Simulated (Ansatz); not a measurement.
# CH₃NSi: what the fields show

```xyz
6

C     0.3640   -0.4293   -0.5644
N    -0.6024   -0.8852    0.5233
Si   -0.3721    0.7194    0.6420
H     0.0033   -0.4876   -1.6017
H     1.4049   -0.7731   -0.4757
H    -0.7977    1.8559    1.4765
```

All numbers below come from UKS CAM-B3LYP-D4/def2-SVP in Ansatz.

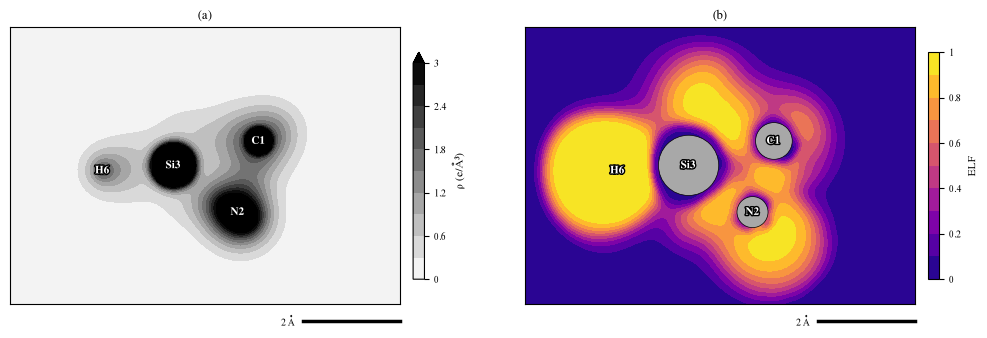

Figure 1. (a) electron density; (b) ELF on the plane of atoms C1, N2 and Si3. Grey discs cover the atomic cores in the ELF map.

What do the fields say about this system?

Answer.
- The section cuts through C, N, Si and H sites.
- C–N (1.52 Å): the density is about 1.7 e/Å³ at the midpoint; the ELF peaks at about 0.90 between the atoms; a covalent bond.
- Si–N (1.63 Å): ρ is about 1.3 e/Å³ halfway; the ELF peaks at about 0.85 between the atoms: a short, strongly polar bond.
- C–Si (1.82 Å): ρ at the midpoint is about 0.86 e/Å³; the ELF peaks at about 0.75 between the atoms (localised, covalent bonding).
- Si–H (1.47 Å): ρ is about 0.79 e/Å³ halfway; the ELF climbs to about 1 towards the hydrogen, as it does in any bond to H.
- The ELF also peaks beside N2, away from the bonds: lone-pair regions.

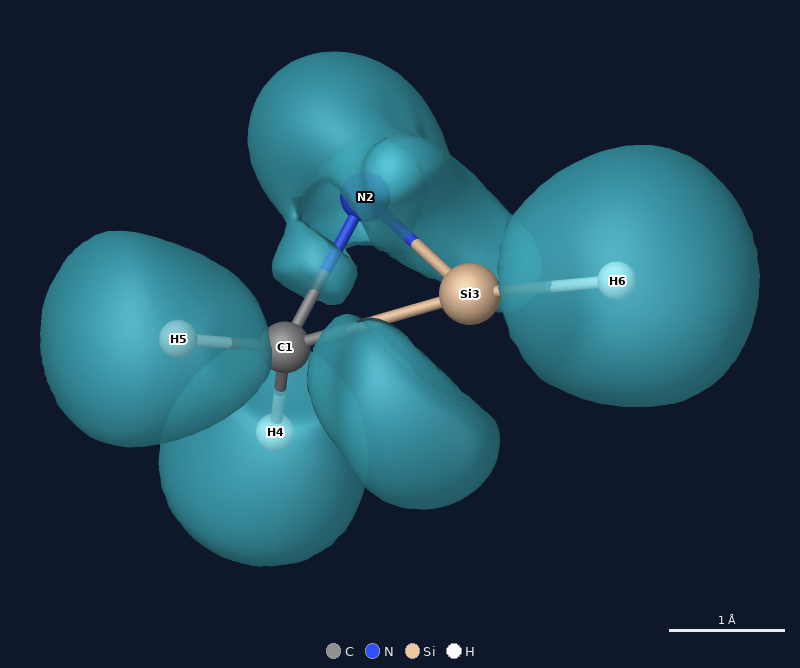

Figure 2. Isosurface of the electron localisation function at 0.75 (cyan), seen at a tilt. Only the valence region is drawn (cores and ρ < 0.01 e/Å³ removed).

Describe the localisation domains.

Answer. The ELF exceeds this value in three regions around hydrogen nuclei, one region on N in which the atom's valence shell and bonds are merged and one lobe on Si, pointing away from the bonds (lone pairs).

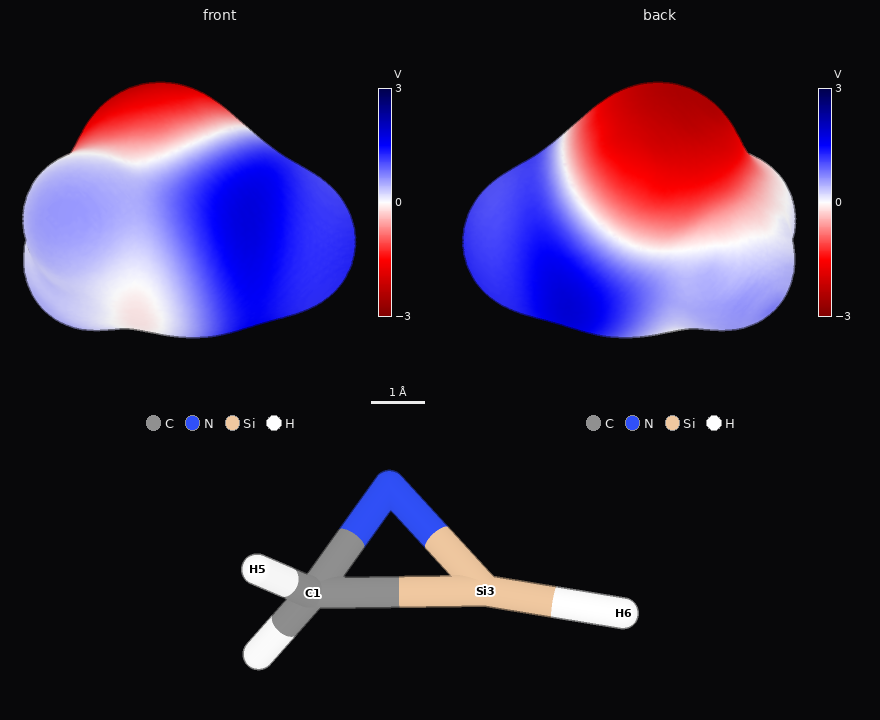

Figure 3. The electrostatic potential painted on the density surface at 0.002 e/bohr³, seen from the front and from behind; red is negative and blue positive. The bare structure is drawn below in the same view.

Which sites attract a positive test charge, and which a negative one?

Answer. A positive charge is drawn to the negative regions and a negative charge to the positive ones. The most negative region (about −2.4 V, or −55 kcal/mol for a unit charge) lies over N2, the most positive (about +1.8 V, or +42 kcal/mol for a unit charge) over Si3. N2 is the likeliest acceptor of a hydrogen bond.
